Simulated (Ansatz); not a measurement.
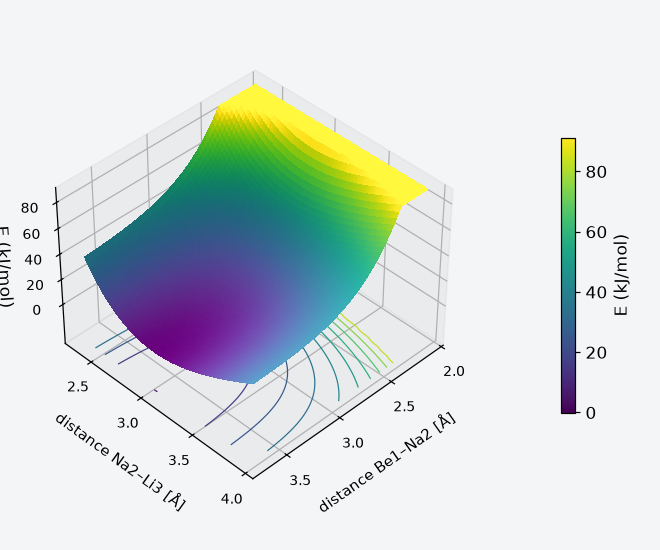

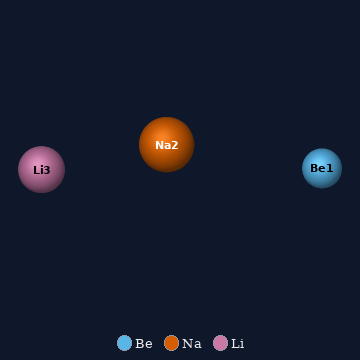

Energy landscape of the system Be + NaLi. 
- The first coordinate is: distance Be1–Na2; the second: distance Na2–Li3.
- Nothing is relaxed (the angle Be1–Na2–Li3 is fixed at 160 degrees).
- The grid has 17 × 17 points.
- Points are written as (first, second).
- All energies are given in kJ/mol relative to the lowest grid point.
- The reference is spin-restricted, so regions where a bond is pulled apart into radicals lie too high.
- Method: RHF/def2-TZVPD (Ansatz).

The picture shows a relief with its contours projected below, any walls above the top of the colour scale cut off. Between grid points the surface is interpolated. The second picture is the structure at the lowest point.

**Describe this landscape.**

The lowest grid point is at (3.696 Å, 3.002 Å). It lies in a valley that leaves the map towards separated partners. The highest grid point, (2.096 Å, 2.352 Å), lies 174 kJ/mol above the lowest.

The values on the grid:

```csv
"distance Na2–Li3 ↓, distance Be1–Na2 →",2.096,2.203,2.360,2.543,2.746,2.964,3.197,3.441,3.696
3.952,157,124,90,64,47,37,33,30,30
3.697,146,113,79,53,36,26,21,19,18
3.453,137,105,70,44,27,17,12,9,8
3.220,132,99,64,38,21,11,6,3,2
3.002,131,98,63,37,20,9,4,1,0
2.799,135,102,67,41,23,13,7,4,3
2.616,145,112,77,50,33,22,16,13,12
2.459,160,127,91,64,47,36,30,27,25
2.352,174,140,105,78,60,49,43,40,38
```

The table holds every second grid line.

The input of one point:

```yaml
crystal:
  periodic: [false, false, false]
  atoms:
    - { symbol: Be, position_ang: [-3.696, 0.0, 0.0] }
    - { symbol: Na, position_ang: [0.0, 0.0, 0.0] }
    - { symbol: Li, position_ang: [2.820957, 1.026744, 0.0] }
basis:
  gaussian: { orbitals: def2-TZVPD }
hamiltonian:
  xc: hf
output:
  forces: true
```

Time for the 289 points that were run: 5.8 min on 1 thread of Arm Neoverse N1 (shared host).
